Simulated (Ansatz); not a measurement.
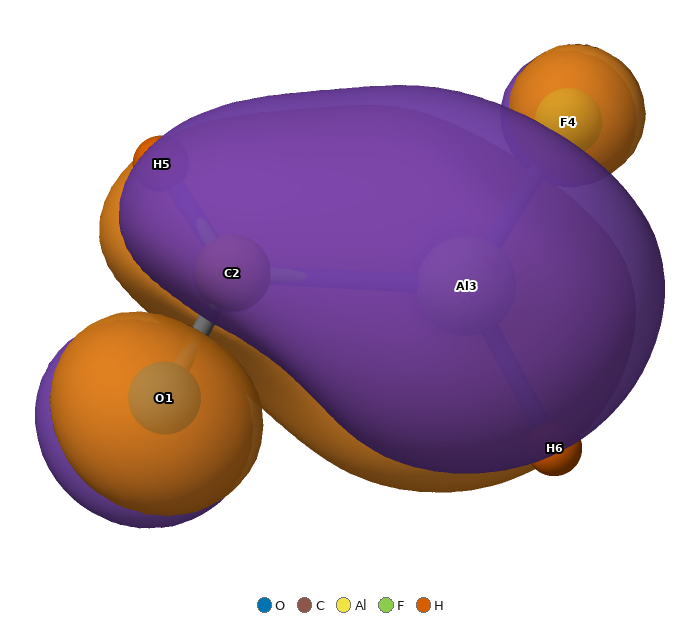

CH2AlFO (SMILES O=[CH][AlH][F]). One frontier orbital at ±0.06 Å⁻³ᐟ² (orange and purple are the two phases), seen across its widest extent.

All numbers below come from RKS B3LYP-D4/6-31G* in Ansatz.

Input file:

```
crystal:
  periodic: [false, false, false]
  atoms:
    - { symbol: O, position_ang: [-0.1369, 1.9121, -0.2853] }
    - { symbol: C, position_ang: [-0.159, 0.8013, -0.6941] }
    - { symbol: Al, position_ang: [0.0832, -0.6657, 0.5693] }
    - { symbol: F, position_ang: [0.2344, -2.359, -0.0059] }
    - { symbol: H, position_ang: [-0.2761, 0.5829, -1.7668] }
    - { symbol: H, position_ang: [0.2966, -0.3357, 2.1368] }
basis:
  gaussian: { orbitals: "6-31G*" }
hamiltonian:
  xc: b3lyp
  dispersion: d4
relax:
  f_tol: 0.02
  max_steps: 40
scf:
  lower_state_search: "off"
output:
  orbitals: {}
```

Run with:

```sh
ansatz run input.yaml --threads 1 --pin off --max-ram 2048MiB --backend cpu --events-out ev --progress --plain --runs-dir out
```

The fields are those of the relaxed geometry.

Q: Which orbital is it: HOMO or LUMO?

A: The LUMO, at −2.47 eV. It lies mainly on Al3 (about 45 %), C2 (about 25 %) and O1 (about 20 %); it changes sign across the molecular plane (π type); π-bonding across C2–Al3; π-antibonding (a node) across O1–C2.
